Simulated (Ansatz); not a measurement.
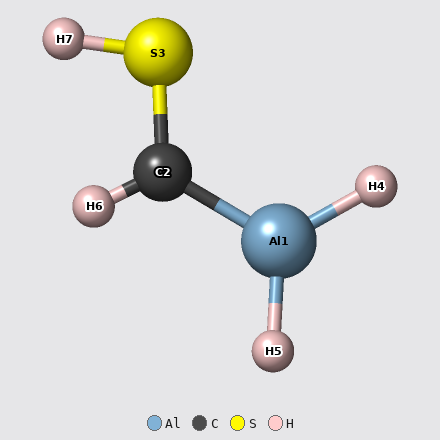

The system is CH4AlS, SMILES [AlH2][CH]S, spin multiplicity 2; the picture shows the reference structure. First axis: dihedral H4–Al1–C2–S3. Second axis: dihedral Al1–C2–S3–H7. Nothing is relaxed (all other coordinates rigid). The grid has 15 × 15 points; 178 points were computed and 47 follow by symmetry. Points are written as (first, second). Energies: eV, counted from the relaxed molecule at the same level. The calculation used UKS r2SCAN0-D4/def2-SVP in Ansatz 0.2.0.

Its coordinates:

```yaml
atoms:
  - { symbol: Al, position_ang: [-1.0460, 0.5360, -0.8054] }
  - { symbol: C, position_ang: [0.4092, 0.0720, 0.3566] }
  - { symbol: S, position_ang: [0.9582, -1.5409, 0.5821] }
  - { symbol: H, position_ang: [-1.7924, -0.6070, -1.6053] }
  - { symbol: H, position_ang: [-1.4489, 2.0614, -0.9203] }
  - { symbol: H, position_ang: [0.9583, 0.8211, 0.9323] }
  - { symbol: H, position_ang: [1.9615, -1.3425, 1.4601] }
```

Range: dihedral H4–Al1–C2–S3 from −180 to 156°; dihedral Al1–C2–S3–H7 from −180 to 156°.

Q: What will the energy surface look like?

A: The lowest grid point is at (−180°, −12°), −0.018 eV from the relaxed molecule at the same level; the map holds 2 wells of about this depth. The bottom of the well lies between grid points, at about (180°, 0°), about 0.018 eV lower on the interpolated surface. There are further wells near (−180°, −180°) (0.019 eV above the lowest at that grid point); (−12°, −180°) (0.030 eV above the lowest at that grid point). The highest grid point, (−84°, −84°), lies 0.668 eV above the lowest. On the interpolated surface the easiest way out of the lowest well to the well at about (0°, 0°) passes a barrier of about 0.37 eV, counted from the interpolated bottom of the well. Round the minimum the valley is somewhat tilted: raising dihedral H4–Al1–C2–S3 shifts the best value of dihedral Al1–C2–S3–H7 downwards (coupling k₁₂/√(k₁₁k₂₂) about 0.2).

```tsv
dihedral Al1–C2–S3–H7 ↓, dihedral H4–Al1–C2–S3 →	−180	−156	−132	−108	−84	−60	−36	−12	12	36	60	84	108	132	156
156	0.046	0.094	0.208	0.317	0.339	0.256	0.136	0.056	0.058	0.144	0.267	0.341	0.306	0.195	0.088
132	0.201	0.236	0.325	0.411	0.429	0.368	0.276	0.210	0.208	0.275	0.370	0.428	0.404	0.320	0.237
108	0.444	0.462	0.517	0.572	0.586	0.549	0.493	0.451	0.446	0.485	0.545	0.583	0.569	0.519	0.468
84	0.543	0.567	0.609	0.645	0.646	0.609	0.565	0.542	0.551	0.586	0.629	0.650	0.630	0.585	0.549
60	0.350	0.396	0.469	0.526	0.525	0.462	0.385	0.347	0.368	0.433	0.504	0.535	0.499	0.421	0.358
36	0.120	0.182	0.292	0.384	0.392	0.303	0.186	0.122	0.144	0.236	0.346	0.402	0.356	0.241	0.142
12	−0.018	0.047	0.183	0.309	0.335	0.235	0.088	−0.005	0.005	0.112	0.255	0.339	0.296	0.158	0.027
−12	−0.018	0.027	0.158	0.296	0.339	0.255	0.112	0.005	−0.005	0.088	0.235	0.335	0.310	0.183	0.047
−36	0.120	0.142	0.241	0.356	0.402	0.346	0.236	0.144	0.122	0.186	0.303	0.392	0.384	0.292	0.182
−60	0.350	0.358	0.421	0.499	0.535	0.504	0.433	0.368	0.347	0.385	0.462	0.525	0.526	0.469	0.396
−84	0.543	0.549	0.585	0.630	0.650	0.629	0.586	0.551	0.542	0.565	0.609	0.646	0.645	0.609	0.567
−108	0.444	0.468	0.519	0.569	0.583	0.545	0.485	0.446	0.451	0.493	0.549	0.586	0.572	0.517	0.462
−132	0.201	0.237	0.320	0.403	0.428	0.370	0.274	0.208	0.210	0.276	0.368	0.429	0.411	0.325	0.236
−156	0.046	0.088	0.195	0.306	0.341	0.267	0.144	0.058	0.056	0.136	0.256	0.339	0.317	0.208	0.094
−180	0.001	0.049	0.169	0.290	0.321	0.234	0.102	0.012	0.012	0.102	0.234	0.321	0.290	0.169	0.049
```

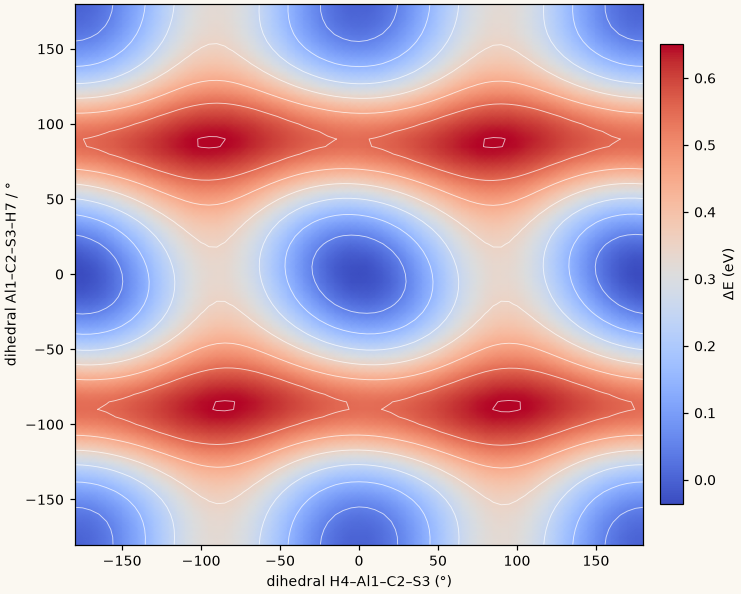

Drawn: a smooth colour map with a few white contour lines. Between grid points the surface is interpolated.

The whole map (178 points run) took 39 min on 1 thread of Arm Neoverse N1 (shared host).
